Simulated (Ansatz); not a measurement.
All values below come from PBE (plane waves to 420 eV, PAW; Ansatz, an electronic-structure program).

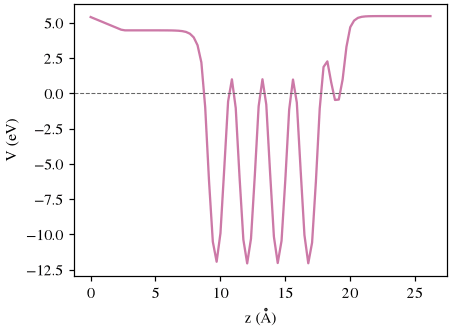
Figure. Electrostatic potential energy of an electron, averaged over planes parallel to the surface, in eV from the Fermi level, for Br on the 1x1 (111) surface of fcc Ag, one in a 2x2 cell, started at the site 'bridge Ag-Ag (span 2.9 Å)'

Slab: 17 atoms, 7.1 Å thick at the start under the adsorbate (thin: gaps and levels are the slab's own); k 6x6x1, smearing 0.1 eV, dipole-corrected; 8 atoms held, the rest relaxed; symmetry of the start imposed; no spin, no spin-orbit, no U, no dispersion correction. At the end it is bonded to 2 Ag. In PBE this state lies 0.07 eV over the lowest of the starts that converged ('hollow Ag-Ag-Ag over Ag at depth 4.7 Å').

**Question.** The surface cell has an area of 29.81 Å². What dipole along the normal does the step between the two vacuum levels imply?

**Answer.** the top vacuum level lies 1.01 eV above the bottom one; p = −ε₀ A ΔV (ε₀ = 0.005526 e/(V·Å)) gives -0.17 e·Å a cell.
